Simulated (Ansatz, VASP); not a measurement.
# BeBi3: VASP beside Ansatz

Wanted: the spread between two codes on one cell, functional and k mesh. The cell is invented: As first built, before any earlier steps moved the atoms: it takes the CdBi3 structure with some of its atoms replaced by other elements, volume scaled by an estimate. It may not be a known or stable phase.

Main program and level: Ansatz 0.2.0; plane waves, with VASP 6.6.1 beside it; zone-centre phonons at LDA.

## (1) The structure

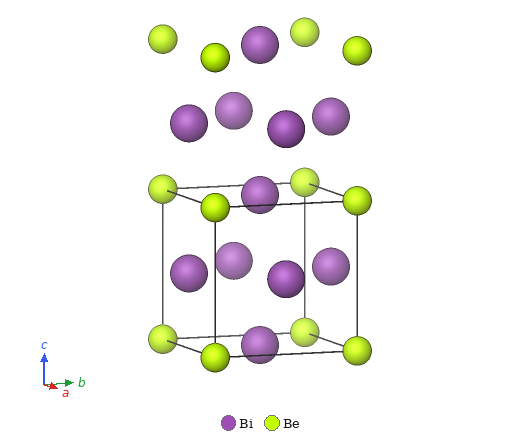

The cell as given, slightly off an axis (bismuth purple, beryllium green). 1×1×2 cells are drawn. Some periodic images of atoms are drawn too.

As a file:

```cif
data_structure
_symmetry_space_group_name_H-M 'Pm-3m'
_symmetry_Int_Tables_number 221
_cell_length_a 4.8216
_cell_length_b 4.8216
_cell_length_c 4.8216
_cell_angle_alpha 90.000
_cell_angle_beta 90.000
_cell_angle_gamma 90.000
_cell_volume 112.09
loop_
_atom_site_label
_atom_site_type_symbol
_atom_site_symmetry_multiplicity
_atom_site_Wyckoff_symbol
_atom_site_fract_x
_atom_site_fract_y
_atom_site_fract_z
_atom_site_occupancy
Bi1 Bi 3 c 0.00000 0.50000 0.50000 1
Be1 Be 1 a 0.00000 0.00000 0.00000 1
```

## (2) VASP: zone-centre phonons, LDA

Second derivatives magnify differences that forces hide, and they need a tight electronic threshold.

Lines of VASP's logs that name or quote its potential files are left out, and so is its time.

File INCAR:

```
SYSTEM = BeBi3
PREC = Accurate
ENCUT = 400
EDIFF = 1E-08
NELM = 100
ISMEAR = 1
SIGMA = 0.2
LREAL = .FALSE.
ALGO = Normal
GGA = CA
NBANDS = 31
ISPIN = 2
MAGMOM = 0.5 -0.5 0.5 0
LORBIT = 11
LWAVE = .FALSE.
LCHARG = .FALSE.
KPAR = 2
IBRION = 8
ISIF = 2
```

File POSCAR:

```
BeBi3
1.0
    4.8215637038      0.0000000000      0.0000000000
    0.0000000000      4.8215637038      0.0000000000
    0.0000000000      0.0000000000      4.8215637038
Bi Be
3 1
Direct
    0.0000000000      0.5000000000      0.5000000000
    0.5000000000      0.0000000000      0.5000000000
    0.5000000000      0.5000000000      0.0000000000
    0.0000000000      0.0000000000      0.0000000000
```

File KPOINTS:

```
Automatic mesh
0
Gamma
8 8 8
0 0 0
```

PAW data sets: Bi_d and Be (LDA family, release 64).

Command:

```sh
$ mpirun -np 2 vasp_std
```

Numbers of over 12 decimals in the logs are rounded to 6 here.

The program printed:

```text
[banner, memory and clock lines left out]
running    2 mpi-ranks, on    1 nodes
 distrk:  each k-point on    1 cores,    2 groups
 distr:  one band on    1 cores,    1 groups

 POSCAR found type information on POSCAR BiBe
 POSCAR found :  2 types and       4 ions
 LDA part: xc-table for (Slater(with rela. corr.)+CA(PZ))
 , standard interpolation
 POSCAR, INCAR and KPOINTS ok, starting setup
 FFT: planning ... GRIDC
 FFT: planning ... GRID_SOFT
 FFT: planning ... GRID
 WAVECAR not read
 entering main loop
       N       E                     dE             d eps       ncg     rms          rms(c)
DAV:   1     0.481138194734E+03    0.48114E+03   -0.21353E+04  9300   0.150E+03
DAV:   2     0.319693683980E+02   -0.44917E+03   -0.43851E+03  9545   0.447E+02
DAV:   3    -0.134792803757E+02   -0.45449E+02   -0.44239E+02 11312   0.163E+02
DAV:   4    -0.152481661611E+02   -0.17689E+01   -0.17651E+01 10524   0.359E+01
DAV:   5    -0.153330577929E+02   -0.84892E-01   -0.84887E-01 12777   0.688E+00    0.381E+00
DAV:   6    -0.153697365581E+02   -0.36679E-01   -0.53520E-02 11389   0.332E+00    0.141E+00
DAV:   7    -0.153744902667E+02   -0.47537E-02   -0.18785E-02 10356   0.131E+00    0.406E-01
DAV:   8    -0.153721020979E+02    0.23882E-02   -0.74789E-03 10413   0.843E-01    0.162E-01
DAV:   9    -0.153718440354E+02    0.25806E-03   -0.17884E-03 10629   0.983E-01    0.852E-02
DAV:  10    -0.153713502886E+02    0.49375E-03   -0.21635E-04 11722   0.449E-01    0.194E-02
DAV:  11    -0.153713318204E+02    0.18468E-04   -0.90956E-05 12799   0.151E-01    0.801E-03
DAV:  12    -0.153713312439E+02    0.57649E-06   -0.12671E-05 11175   0.522E-02    0.392E-03
DAV:  13    -0.153713314540E+02   -0.21013E-06   -0.11183E-06 12338   0.852E-03    0.203E-03
DAV:  14    -0.153713315125E+02   -0.58455E-07   -0.12913E-07 11374   0.555E-03    0.927E-04
DAV:  15    -0.153713314844E+02    0.28109E-07   -0.34042E-08  7383   0.397E-03    0.246E-04
DAV:  16    -0.153713314833E+02    0.10632E-08   -0.72773E-09  5224   0.120E-03
   1 F= -.15371331E+02 E0= -.15368907E+02  d E =-.727492E-02  mag=     0.0000
 Linear response reoptimize wavefunctions to high precision
DAV:   1    -0.153713314834E+02   -0.80036E-10   -0.19451E-09  5140   0.485E-04
DAV:   2    -0.153713314835E+02   -0.63665E-10   -0.48732E-10  5154   0.220E-04
 Linear response DOF=           7
 Linear response progress:
  Degree of freedom:   1/  7
       N       E                     dE             d eps       ncg     rms          rms(c)
RMM:   1    -0.337731477377E+00   -0.33773E+00    0.17141E-01 21043   0.661E+00
RMM:   2    -0.344717923725E+00   -0.69864E-02   -0.18151E-02 26059   0.903E-01    0.274E-02
RMM:   3    -0.344898734184E+00   -0.18081E-03   -0.14906E-03 27809   0.235E-01    0.149E-02
RMM:   4    -0.344823214490E+00    0.75520E-04   -0.90878E-05 27727   0.670E-02    0.513E-03
RMM:   5    -0.344810579976E+00    0.12635E-04   -0.16069E-05 27122   0.222E-02    0.165E-03
RMM:   6    -0.344809467136E+00    0.11128E-05   -0.31658E-06 28321   0.892E-03    0.727E-04
RMM:   7    -0.344809899721E+00   -0.43259E-06   -0.75031E-07 27622   0.318E-03    0.143E-04
RMM:   8    -0.344808293107E+00    0.16066E-05   -0.24559E-07 28118   0.132E-03    0.677E-05
RMM:   9    -0.344807589795E+00    0.70331E-06   -0.23477E-07 27721   0.610E-04    0.269E-05
RMM:  10    -0.344807055600E+00    0.53419E-06    0.37868E-08 28253   0.337E-04    0.217E-05
RMM:  11    -0.344807150018E+00   -0.94418E-07    0.32822E-07 29539   0.181E-04    0.894E-06
RMM:  12    -0.344806961039E+00    0.18898E-06    0.34793E-07 26660   0.111E-04    0.525E-06
RMM:  13    -0.344806949847E+00    0.11192E-07    0.17069E-07 29081   0.697E-05    0.140E-06
RMM:  14    -0.344806948522E+00    0.13243E-08    0.12431E-07 29441   0.474E-05    0.149E-06
RMM:  15    -0.344806946126E+00    0.23968E-08    0.54530E-08 26409   0.366E-05    0.173E-06
 first order change of Fermi-energy   0.23630E-06
 force on displaced ion       1 direction 1 :  -1.970   0.000   0.000
 Linear response progress:
  Degree of freedom:   2/  7
       N       E                     dE             d eps       ncg     rms          rms(c)
RMM:   1    -0.336071819427E+00   -0.33607E+00    0.20663E-01 20752   0.678E+00
RMM:   2    -0.344336084321E+00   -0.82643E-02   -0.17200E-02 25822   0.865E-01    0.265E-02
RMM:   3    -0.344478703916E+00   -0.14262E-03   -0.13942E-03 27506   0.232E-01    0.151E-02
RMM:   4    -0.344404811332E+00    0.73893E-04   -0.82156E-05 27650   0.651E-02    0.528E-03
RMM:   5    -0.344392099178E+00    0.12712E-04   -0.14136E-05 27166   0.221E-02    0.164E-03
RMM:   6    -0.344392091702E+00    0.74766E-08   -0.27849E-06 28290   0.872E-03    0.684E-04
RMM:   7    -0.344392253243E+00   -0.16154E-06   -0.56643E-07 27985   0.296E-03    0.302E-04
RMM:   8    -0.344390541436E+00    0.17118E-05   -0.18477E-07 28252   0.119E-03    0.660E-05
RMM:   9    -0.344390094547E+00    0.44689E-06    0.14140E-07 28407   0.548E-04    0.358E-05
RMM:  10    -0.344389850966E+00    0.24358E-06    0.32801E-07 28362   0.279E-04    0.121E-05
RMM:  11    -0.344389729758E+00    0.12121E-06    0.31896E-07 28800   0.158E-04    0.655E-06
RMM:  12    -0.344389658584E+00    0.71174E-07    0.19904E-07 29768   0.929E-05    0.273E-06
RMM:  13    -0.344389643511E+00    0.15073E-07    0.83054E-08 29066   0.608E-05    0.152E-06
[...]
RMM:   7    -0.344392192425E+00   -0.27017E-06   -0.65200E-07 28019   0.294E-03    0.301E-04
RMM:   8    -0.344390543452E+00    0.16490E-05   -0.85484E-08 28290   0.118E-03    0.654E-05
RMM:   9    -0.344390063643E+00    0.47981E-06    0.87625E-08 28364   0.541E-04    0.346E-05
RMM:  10    -0.344389853257E+00    0.21039E-06    0.24406E-07 28477   0.275E-04    0.124E-05
RMM:  11    -0.344389728138E+00    0.12512E-06    0.43871E-07 28721   0.156E-04    0.672E-06
RMM:  12    -0.344389647252E+00    0.80885E-07    0.28464E-07 29525   0.915E-05    0.250E-06
RMM:  13    -0.344389636495E+00    0.10758E-07    0.17869E-07 29394   0.592E-05    0.137E-06
RMM:  14    -0.344389629678E+00    0.68173E-08    0.10200E-07 27567   0.441E-05    0.123E-06
RMM:  15    -0.344389629006E+00    0.67190E-09    0.61766E-08 23145   0.365E-05    0.145E-06
 first order change of Fermi-energy   0.44456E-04
 force on displaced ion       1 direction 3 :   0.000   0.000   0.558
 Linear response progress:
  Degree of freedom:   4/  7
       N       E                     dE             d eps       ncg     rms          rms(c)
RMM:   1    -0.336073958982E+00   -0.33607E+00    0.20661E-01 20751   0.677E+00
RMM:   2    -0.344335478219E+00   -0.82615E-02   -0.17177E-02 25825   0.862E-01    0.265E-02
RMM:   3    -0.344478582509E+00   -0.14310E-03   -0.13937E-03 27552   0.231E-01    0.151E-02
RMM:   4    -0.344404610053E+00    0.73972E-04   -0.81874E-05 27659   0.647E-02    0.527E-03
RMM:   5    -0.344391991476E+00    0.12619E-04   -0.14667E-05 27198   0.219E-02    0.163E-03
RMM:   6    -0.344391995035E+00   -0.35583E-08   -0.26865E-06 28323   0.866E-03    0.680E-04
RMM:   7    -0.344392339715E+00   -0.34468E-06   -0.84788E-07 28046   0.292E-03    0.300E-04
RMM:   8    -0.344390672098E+00    0.16676E-05   -0.25262E-07 28312   0.117E-03    0.628E-05
RMM:   9    -0.344390205553E+00    0.46654E-06    0.11406E-07 28431   0.531E-04    0.335E-05
RMM:  10    -0.344390001910E+00    0.20364E-06    0.49219E-07 28645   0.267E-04    0.127E-05
RMM:  11    -0.344389887889E+00    0.11402E-06    0.50074E-07 28636   0.149E-04    0.651E-06
RMM:  12    -0.344389811565E+00    0.76324E-07    0.34703E-07 29637   0.854E-05    0.235E-06
RMM:  13    -0.344389799256E+00    0.12309E-07    0.20414E-07 29300   0.537E-05    0.129E-06
RMM:  14    -0.344389792334E+00    0.69221E-08    0.11770E-07 27315   0.388E-05    0.115E-06
RMM:  15    -0.344389793681E+00   -0.13474E-08    0.82302E-08 22865   0.314E-05    0.145E-06
 first order change of Fermi-energy   0.97145E-04
 force on displaced ion       2 direction 1 :   0.558   0.000   0.000
 Linear response progress:
  Degree of freedom:   5/  7
       N       E                     dE             d eps       ncg     rms          rms(c)
RMM:   1    -0.337762781982E+00   -0.33776E+00    0.17110E-01 12632   0.659E+00
RMM:   2    -0.344718860346E+00   -0.69561E-02   -0.18122E-02 15614   0.900E-01    0.274E-02
RMM:   3    -0.344898268060E+00   -0.17941E-03   -0.14932E-03 16621   0.235E-01    0.149E-02
RMM:   4    -0.344822904606E+00    0.75363E-04   -0.90829E-05 16589   0.668E-02    0.511E-03
RMM:   5    -0.344810577468E+00    0.12327E-04   -0.16046E-05 16254   0.222E-02    0.165E-03
RMM:   6    -0.344809579961E+00    0.99751E-06   -0.31698E-06 16950   0.891E-03    0.727E-04
RMM:   7    -0.344810031681E+00   -0.45172E-06   -0.74326E-07 16550   0.317E-03    0.143E-04
RMM:   8    -0.344808428703E+00    0.16030E-05   -0.12537E-07 16798   0.131E-03    0.667E-05
RMM:   9    -0.344807736919E+00    0.69178E-06   -0.12175E-07 16579   0.609E-04    0.264E-05
RMM:  10    -0.344807215086E+00    0.52183E-06   -0.26320E-08 16954   0.335E-04    0.211E-05
RMM:  11    -0.344807300230E+00   -0.85144E-07    0.22542E-07 17644   0.178E-04    0.860E-06
RMM:  12    -0.344807130498E+00    0.16973E-06    0.26868E-07 16179   0.109E-04    0.510E-06
RMM:  13    -0.344807109916E+00    0.20583E-07    0.13762E-07 17482   0.693E-05    0.133E-06
RMM:  14    -0.344807107453E+00    0.24631E-08    0.95268E-08 17179   0.473E-05    0.134E-06
 first order change of Fermi-energy   0.30014E-04
 force on displaced ion       2 direction 2 :   0.000  -1.970  -0.000
 Linear response progress:
  Degree of freedom:   6/  7
       N       E                     dE             d eps       ncg     rms          rms(c)
RMM:   1    -0.621971334048E-02   -0.62197E-02   -0.19173E-03 25028   0.202E-01
RMM:   2    -0.585633478691E-02    0.36338E-03   -0.25465E-04 26657   0.500E-02    0.187E-02
RMM:   3    -0.586127838137E-02   -0.49436E-05   -0.16362E-05 23417   0.176E-02    0.110E-02
RMM:   4    -0.586664593889E-02   -0.53676E-05   -0.52715E-06 26712   0.103E-02    0.358E-03
RMM:   5    -0.585999153344E-02    0.66544E-05   -0.78964E-07 27125   0.464E-03    0.549E-04
RMM:   6    -0.585679460386E-02    0.31969E-05   -0.14231E-07 27995   0.178E-03    0.133E-04
RMM:   7    -0.585690290682E-02   -0.10830E-06   -0.18807E-08 28099   0.514E-04    0.101E-04
RMM:   8    -0.585685479953E-02    0.48107E-07   -0.31490E-09 27596   0.180E-04    0.223E-05
RMM:   9    -0.585694391455E-02   -0.89115E-07    0.43820E-09 27873   0.664E-05    0.110E-05
RMM:  10    -0.585694795685E-02   -0.40423E-08    0.88410E-09 29700   0.240E-05    0.529E-06
 first order change of Fermi-energy  -0.32756E-04
 force on displaced ion       4 direction 1 :   1.147   0.000   0.000
 Linear response progress:
  Degree of freedom:   7/  7
       N       E                     dE             d eps       ncg     rms          rms(c)
RMM:   1    -0.621607913617E-02   -0.62161E-02   -0.18809E-03 14964   0.202E-01
RMM:   2    -0.585633230796E-02    0.35975E-03   -0.25246E-04 16003   0.497E-02    0.187E-02
RMM:   3    -0.586128071414E-02   -0.49484E-05   -0.16382E-05 14045   0.176E-02    0.110E-02
RMM:   4    -0.586664258446E-02   -0.53619E-05   -0.52700E-06 16012   0.103E-02    0.358E-03
RMM:   5    -0.585998809828E-02    0.66545E-05   -0.78818E-07 16261   0.463E-03    0.548E-04
RMM:   6    -0.585680433788E-02    0.31838E-05   -0.14108E-07 16782   0.178E-03    0.135E-04
RMM:   7    -0.585689979930E-02   -0.95461E-07   -0.16938E-08 16838   0.494E-04    0.100E-04
RMM:   8    -0.585685623587E-02    0.43563E-07   -0.21189E-09 16564   0.179E-04    0.203E-05
RMM:   9    -0.585694478065E-02   -0.88545E-07    0.11652E-09 16677   0.674E-05    0.100E-05
RMM:  10    -0.585694657845E-02   -0.17978E-08    0.16621E-09 17343   0.242E-05    0.365E-06
 first order change of Fermi-energy  -0.24289E-04
 force on displaced ion       4 direction 2 :   0.000   1.147  -0.000
 Linear response finished
```

(Continued in part 2 of 2.)

[Lines on the potential files, build, host, timing and source positions are cut from VASP's logs without a mark.]

[Logs are printed without paths, hosts, clocks, repeated set-up lines and the standing remarks that a program may print on its own settings, such as how far it seeks lower states.]

[Hosts, paths, dates, database ids (printed as entryN), source tags and the programs' standing remarks are cut or masked in the printed files.]
